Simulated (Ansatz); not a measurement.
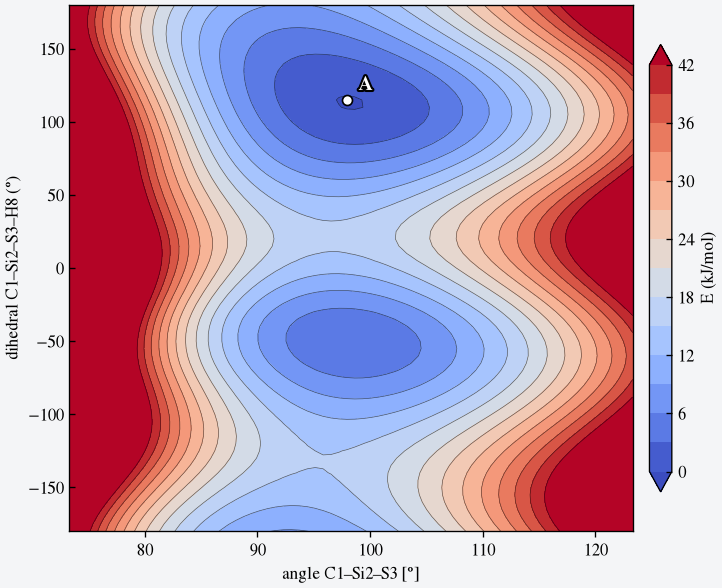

CH₅SSi, SMILES C[SiH-]S, charge −1. Coordinates scanned: (1) angle C1–Si2–S3; (2) dihedral C1–Si2–S3–H8. Nothing is relaxed (all other coordinates rigid). Grid: 15 × 15 points. Points are written as (first, second). Energies are in kJ/mol, from the lowest grid point. Level of theory: Ansatz 0.2.0, RKS PBE-D4/def2-SVPD.

In the figure: filled contours, one colour for all values above the top of the scale, the point A. Between grid points the surface is interpolated.

Find the lowest pass out of the well at A.

Answer. The easiest path leads from the well at about (98°, 115°) to the well at about (98°, −50°), about 3.5 kJ/mol higher. Its highest point lies about 16 kJ/mol above the bottom of the first well on the interpolated surface, at about (97°, 25°). Seen from the upper well the barrier is about 12 kJ/mol. The start is the relaxed structure and all else is held, so a fully relaxed path at this level can only be lower.

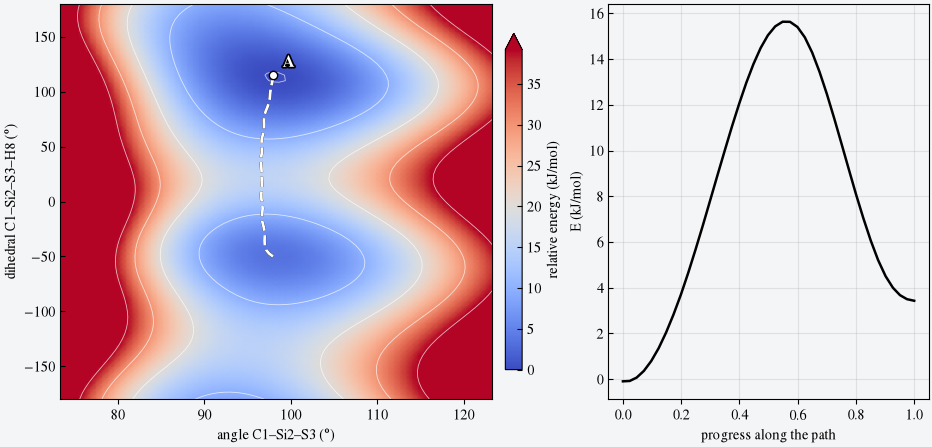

Drawn: a smooth colour map with a few white contour lines, a line along the lowest path, one colour for all values above the top of the scale, the energy along the path at the right. Between grid points the surface is interpolated.
